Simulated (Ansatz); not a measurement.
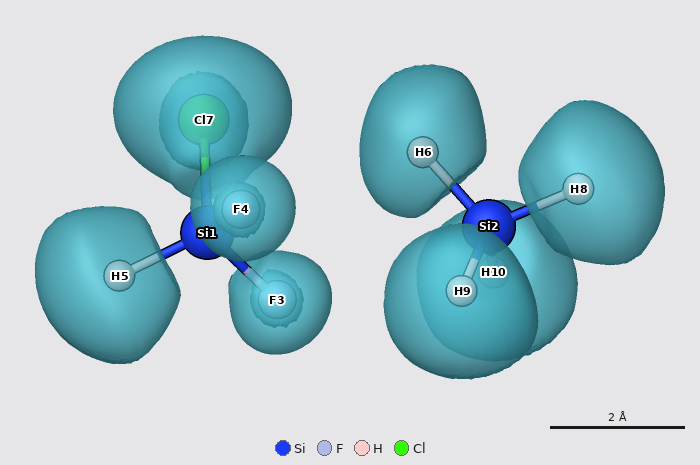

Figure. ClF2HSi···SiH4. Isosurface of the electron localisation function at 0.75 (cyan), seen at a tilt. Core shells and regions of very low density are left out.

The product side of a reaction path; geometry: PBE0-D4/def2-TZVP; a saddle point, not a minimum.

Computed with Ansatz 0.2.0, RKS PBE0-D4/def2-TZVPP.

Input file:

```
crystal:
  periodic: [false, false, false]
  atoms:
    - {symbol: Si, position_ang: [-0.950289, 1.896954, 0.022188]}
    - {symbol: Si, position_ang: [0.850979, -1.901241, -0.033143]}
    - {symbol: F, position_ang: [-0.946102, 0.779254, -1.092567]}
    - {symbol: F, position_ang: [-1.236683, 1.192710, 1.403285]}
    - {symbol: H, position_ang: [-2.003950, 2.873093, -0.265004]}
    - {symbol: H, position_ang: [1.318727, -0.623636, 0.562161]}
    - {symbol: Cl, position_ang: [0.868522, 2.766712, 0.086512]}
    - {symbol: H, position_ang: [1.643272, -3.021186, 0.536727]}
    - {symbol: H, position_ang: [-0.584672, -2.101152, 0.284153]}
    - {symbol: H, position_ang: [1.040195, -1.861306, -1.504412]}
basis:
  gaussian: {orbitals: def2-TZVPP}
hamiltonian: {xc: pbe0, dispersion: d4}
output: {orbitals: {seedname: orbitals}}
```

Launched as:

```sh
ansatz run in.yaml --threads 8 --pin off --events-out ev --progress --plain --max-ram 19148MiB
```

What do the ELF domains correspond to?

At this value the surface marks out five regions around hydrogen nuclei, one region on Cl in which the atom's valence shell and bonds are merged and two regions wrapped around F (its lone pairs, merged into a ring or cap). Along the contacts the grid gives the following. Si2···F3 (3.40 Å): the ELF dips to about 0 between them; a non-bonded, intermolecular contact. Si–F (1.58 Å): the ELF peaks at about 0.85 in the valence shell of F, 0.5 Å from its nucleus, and is about 0.50 at the midpoint.
